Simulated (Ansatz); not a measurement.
Input file:

```
crystal:
  lattice:
    - [6.1427644, 0.0, 0.0]
    - [0.0, 6.1427644, 0.0]
    - [0.0, 0.0, 6.1427644]
  atoms:
    - { symbol: Mg, position: [0.0, 0.0, 0.0] }
    - { symbol: Cd, position: [0.0, 0.5, 0.5] }
    - { symbol: Cd, position: [0.5, 0.0, 0.5] }
    - { symbol: Cd, position: [0.5, 0.5, 0.0] }
    - { symbol: Se, position: [0.755324, 0.755324, 0.244676] }
    - { symbol: Se, position: [0.755324, 0.244676, 0.755324] }
    - { symbol: Se, position: [0.244676, 0.755324, 0.755324] }
    - { symbol: Se, position: [0.244676, 0.244676, 0.244676] }
basis:
  ecutwfc: 420
kpoints:
  mp_grid: { grid: [6, 6, 6] }
hamiltonian:
  xc: pbe
scf:
  occupations: { method: gaussian, width: 0.02 }
output:
  forces: true
  stress: true
  eigenvalues: true
  write_density: true
  write_potential: true
  elf: true
  volumetric_format: npy
relax:
  adjacent_minimum: "off"
  f_tol: 0.01
  max_steps: 80
  cell: { stress_tol: 0.05 }
```

Command:

```sh
ansatz run input.yaml --threads 4 --pin off --max-ram 8192MiB --backend cpu --events-out ev --progress --plain --runs-dir out
```

Below, planes, directions and counts refer to the conventional cell (a = 6.14 Å, b = 6.14 Å, c = 6.14 Å, α = 90.00°, β = 90.00°, γ = 90.00°).

Space group P-43m; a structure generated by program, which may or may not match a known phase.

Level of theory: DFT PBE, scalar-relativistic, plane waves, PAW (Ansatz).

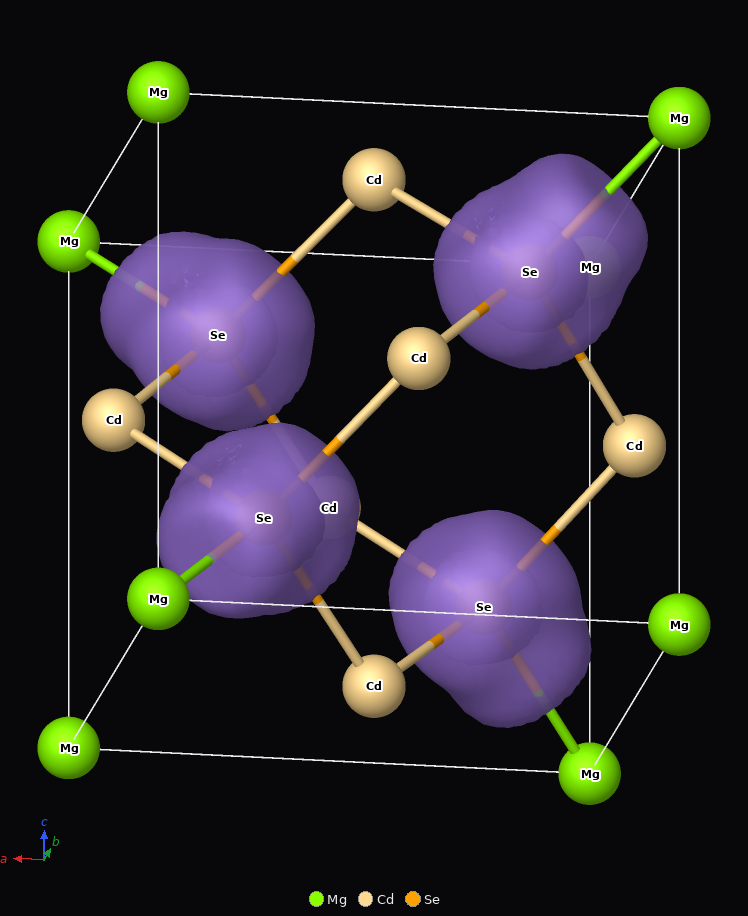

MgCd3Se4. Isosurface of the electron localisation function at 0.75 (purple), seen at an oblique angle. Core shells and regions of very low density are left out. Sticks mark near contacts.

Core electrons are frozen (PAW), and the valence fields are smoothed inside the atomic spheres.

Identify the bonds, lone pairs and shells in this picture.

Answer. The ELF exceeds this value in four regions wrapped around Se (the valence shell of each), counted in one cell of 8 atoms. Any copies at cell faces, edges or corners count once. Profiles from the grid: Mg–Se (2.60 Å): the ELF peaks at about 0.85 in the valence shell of Se, 1.1 Å from its nucleus, and falls to about 0.05 next to Mg: a closed-shell, largely ionic contact. Cd–Se (2.68 Å): the ELF is about 0.40 at the midpoint and 0.15 at its lowest between the atoms.
